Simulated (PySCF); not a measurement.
```csv
atom,x (Å),y (Å),z (Å)
C,1.6786,1.8807,0.3920
N,1.3392,0.9177,-0.3311
C,0.9942,-0.3329,0.2467
C,1.5075,-1.5175,-0.5969
C,0.0995,-1.7444,-1.1626
C,-0.4677,-0.7529,-0.1333
N,-1.3476,0.2551,-0.6364
Si,-2.3740,1.2113,0.3458
F,-3.1077,0.1577,1.3159
H,1.7608,1.8340,1.4843
H,1.9142,2.8228,-0.0808
H,1.2137,-0.3777,1.3254
H,2.2672,-1.2428,-1.3239
H,1.8701,-2.3377,0.0169
H,-0.0103,-1.3789,-2.1811
H,-0.2870,-2.7589,-1.1030
H,-0.9570,-1.2477,0.7061
H,-0.9541,0.6927,-1.4570
H,-3.3768,1.7850,-0.5315
H,-1.7681,2.1450,1.2917
```

Geometry: GFN2-xTB.

Computed with PBE0/pcSseg-1, SCF density, gas phase, non-relativistic in PySCF.

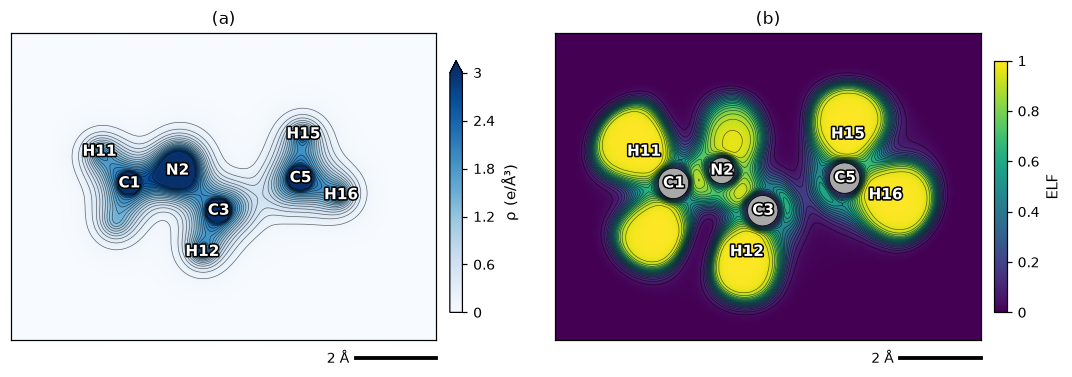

C₅H₁₁FN₂Si. (a) total electron density; (b) ELF on the plane of atoms N2, C3 and H12. Grey discs cover the atomic cores in the ELF map.

**Interpret the plot.**

The section cuts through C, N and H sites.
C–N (1.25 Å): the density is about 2.9 e/Å³ at the midpoint; the ELF peaks at about 0.90 between the atoms: a short, multiple covalent bond.
C–N (1.42 Å): ρ is about 2.1 e/Å³ halfway; the ELF peaks at about 0.95 between the atoms; a shared electron pair.
C–H (1.08 Å): ρ is about 2.1 e/Å³ halfway; the ELF climbs to about 1 towards the hydrogen, as it does in any bond to H: an ordinary covalent bond to hydrogen.
The ELF also peaks beside N2, away from the bonds: lone-pair regions.
